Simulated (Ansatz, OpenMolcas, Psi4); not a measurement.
A ladder of methods for C2H5BClF (SMILES BC(F)CCl)

The species is C2H5BClF (10 atoms), meant as a singlet with charge 0. SMILES: `BC(F)CCl`. The coordinates come from a PBE0-D4/def2-TZVP relaxation. This is one conformer, not always the lowest.

Quantity: the vertical ionisation energy (to the doublet cation), in eV. The values are calculated.

| level | kind | program | value (eV) | CPU time (all runs) |
| --- | --- | --- | --- | --- |
| HF/def2-SVP | Hartree–Fock | OpenMolcas | 10.31 | 77 s |
| SVWN5/def2-SVP | LDA | Ansatz | 10.32 | 18 s |
| revPBE/def2-SVP | GGA | Ansatz | 10.14 | 27 s |
| r2SCAN/def2-SVP | meta-GGA | OpenMolcas | 10.48 | 3.5 min |
| M06-2X/def2-SVP | hybrid meta-GGA | OpenMolcas | 11.09 | 6.2 min |
| r2SCAN0/def2-SVP | hybrid meta-GGA | Ansatz | 10.91 | 68 s |
| wB97M-V/def2-SVP | range-separated hybrid | Ansatz | 11.03 | 4.6 min |
| DSD-PBEP86/def2-SVP (density fitting for correlation) | double hybrid | Psi4 | 11.09 | 2 min |
| CCSD(T)/def2-SVP | coupled cluster or CI | Ansatz | 10.95 | 5 min |

The values span 10.14 to 11.09 eV. The coupled-cluster rows rest on a doubtful reference here (large T1 or Brueckner and Hartree–Fock orbitals at odds), and rows may lie in different states. CPU times are rough (shared hosts, several kinds of processor): they show what a rung costs within a factor of a few.

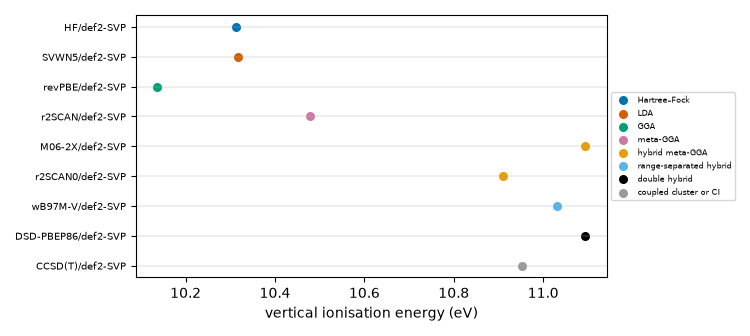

The values of the table, level by level.
